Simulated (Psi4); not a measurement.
# BH3O (SMILES BO) at HF/def2-SVP (sweep point 2)

What is the vertical ionisation energy of BH3O at HF/def2-SVP (sweep point 2)? The job is set up through a Python script.

Program for the calculation: Psi4 1.11.

### Step 1. The system as given

BH3O has 5 atoms, charge 0, and is taken as a singlet. SMILES: `BO`. Geometry: relaxed at PBE0-D4/def2-TZVP.

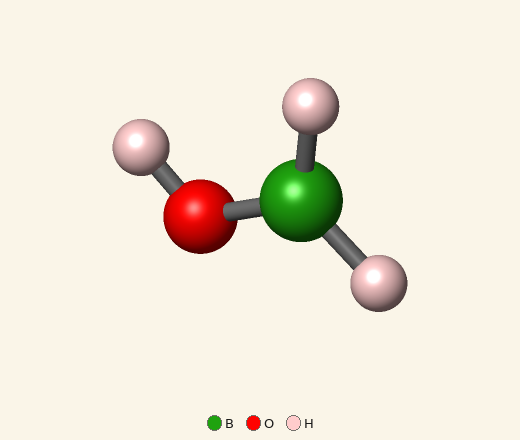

The structure, seen from a chosen angle (boron green, oxygen red, hydrogen pink).

### Step 2. A single-point energy at HF/def2-SVP (sweep point 2)

The input, bh3o.py:

```python
import psi4

psi4.set_memory(1600000000)
psi4.set_num_threads(1)
psi4.core.set_output_file('bh3o.out', False)

m = psi4.geometry("""
B     -0.226600    -0.352800     0.074700
O      0.413500     0.801800     0.345900
H     -0.820300    -0.865500     0.977800
H     -0.190600    -0.828900    -1.028100
H      0.874000     1.171800    -0.411700
units angstrom
symmetry c1
""")

psi4.set_options({
    'basis': 'def2-SVP',
    'reference': 'rhf',
    'puream': True,
    'scf_type': 'pk',
})

e_tot, wfn = psi4.energy("hf", molecule=m, return_wfn=True)
print(f'hf energy: {e_tot:.10f} Eh')
```

On the command line:

```bash
$ python bh3o.py
```

bh3o.out, shortened:

```text
[...]
  Running in c1 symmetry.
[...]
  Nuclear repulsion =   30.404687954616726
[...]
  Multiplicity = 1
[...]
  Nalpha       = 8
  Nbeta        = 8
[...]
    Number of basis functions: 43
[...]
   @RHF iter   1:  -101.19439398896071   -7.69083e-01   8.37730e-03 DIIS/ADIIS
[...]
   @RHF iter   8:  -101.24980952931126   -8.56237e-09   4.08695e-07 DIIS
[...]
    Orbital Energies [Eh]
    ---------------------
    Doubly Occupied:
       1A    -20.577630     2A     -7.631029     3A     -1.357563
       4A     -0.769668     5A     -0.646662     6A     -0.576511
       7A     -0.544658     8A     -0.461455
[...]
  @RHF Final Energy:  -101.24980952931126
   => Energetics <=
    Nuclear Repulsion Energy =             30.4046879546167261
    One-Electron Energy =                -198.1786406222307448
    Two-Electron Energy =                  66.5241431383027617
    Total Energy =                       -101.2498095293112641
[...]
 Multipole Moments:
 ------------------------------------------------------------------------------------
     Multipole            Electronic (a.u.)      Nuclear  (a.u.)        Total (a.u.)
 ------------------------------------------------------------------------------------
 L = 1.  Multiply by 2.5417464519 to convert [e a0] to [Debye]
 Dipole X            :          0.4315612           -0.1573340            0.2742273
 Dipole Y            :          0.8280809           -0.6718001            0.1562808
 Dipole Z            :          0.2841715           -0.8681921           -0.5840206
 Magnitude           :                                                    0.6638556
[...]
```

The script printed:

```text
hf energy: -101.2498095293 Eh
```

It took 1.9 s on 1 thread of Intel Xeon Platinum 8259CL at 2.50GHz (Skylake/Cascade Lake), shared host; peak memory 0.19 GiB.

### Step 3. The doublet cation

The input, job.py:

```python
import psi4

psi4.set_memory('1600 MB')
psi4.set_num_threads(1)
psi4.set_output_file('psi4.out', False)

mol = psi4.geometry("""
1 2
B     -0.226600    -0.352800     0.074700
O      0.413500     0.801800     0.345900
H     -0.820300    -0.865500     0.977800
H     -0.190600    -0.828900    -1.028100
H      0.874000     1.171800    -0.411700
units angstrom
symmetry c1
""")

options = {'basis': 'def2-SVP', 'reference': 'uhf', 'puream': True, 'scf_type': 'pk', 'maxiter': 150}
psi4.set_options(options)

result, w = psi4.energy('hf', molecule=mol, return_wfn=True)
print('E =', round(result, 9))
```

On the command line:

```bash
$ python job.py
```

psi4.out, shortened:

```text
[...]
  Running in c1 symmetry.
[...]
  Nuclear repulsion =   30.404687954616726
[...]
  Multiplicity = 2
[...]
  Nalpha       = 8
  Nbeta        = 7
[...]
    Number of basis functions: 43
[...]
   @UHF iter   1:  -100.75272814445893   -3.27417e-01   7.97019e-03 ADIIS/DIIS
[...]
   @UHF iter  14:  -100.82247782229119   -4.63813e-08   8.34865e-07 DIIS
[...]
   @S^2 Observed:                7.800188356E-01
[...]
    Orbital Energies [Eh]
    ---------------------
    Alpha Occupied:
       1A    -20.901105     2A     -7.995005     3A     -1.673047
       4A     -1.100171     5A     -1.018674     6A     -0.939399
       7A     -0.859189     8A     -0.849386
    Alpha Virtual:
       9A     -0.159848    10A     -0.051822    11A      0.001655
      12A      0.037122    13A      0.069955    14A      0.080152
      15A      0.140125    16A      0.214036    17A      0.433934
      18A      0.474037    19A      0.519896    20A      0.638739
      21A      0.778495    22A      0.917273    23A      0.943033
      24A      1.022067    25A      1.099309    26A      1.143555
[...]
  @UHF Final Energy:  -100.82247782229119
   => Energetics <=
    Nuclear Repulsion Energy =             30.4046879546167261
    One-Electron Energy =                -192.9807434763828269
    Two-Electron Energy =                  61.7535776994749099
    Total Energy =                       -100.8224778222912050
  UHF NO Occupations:
  HONO-2 :    6  A 1.9968964
  HONO-1 :    7  A 1.9883558
[...]
 Multipole Moments:
 ------------------------------------------------------------------------------------
     Multipole            Electronic (a.u.)      Nuclear  (a.u.)        Total (a.u.)
 ------------------------------------------------------------------------------------
 L = 1.  Multiply by 2.5417464519 to convert [e a0] to [Debye]
 Dipole X            :         -0.2262903           -0.1573340           -0.3836243
 Dipole Y            :         -0.3776889           -0.6718001           -1.0494889
 Dipole Z            :         -0.0336882           -0.8681921           -0.9018803
 Magnitude           :                                                    1.4359605
[...]
```

Standard output:

```text
E = -100.822477822
```

Run time: 2 s. Hardware: 1 thread of Intel Xeon Platinum 8259CL at 2.50GHz (Skylake/Cascade Lake), shared host; peak memory 0.19 GiB.

### Step 4. Outcome

At HF/def2-SVP (sweep point 2):

| quantity | value |
| --- | --- |
| singlet BH3O: total energy | -101.24981 Eh |
| singlet BH3O: dipole moment | 1.69 D |
| singlet BH3O: HOMO energy | -12.56 eV |
| singlet BH3O: LUMO energy | 3.47 eV |
| singlet BH3O: HOMO–LUMO gap | 16.03 eV |
| doublet cation: total energy | -100.82248 Eh |
| doublet cation: HOMO energy (highest over α and β) | -22.53 eV |
| doublet cation: LUMO energy (lowest over α and β) | -10.75 eV |
| doublet cation: ⟨S²⟩ | 0.780 |
| vertical ionisation energy (to the doublet cation) | 11.628 eV |

What this shows: The vertical ionisation energy comes to 11.63 eV (1122 kJ/mol). −ε(HOMO) before ionisation, 12.56 eV, is 0.93 eV above this ionisation energy.
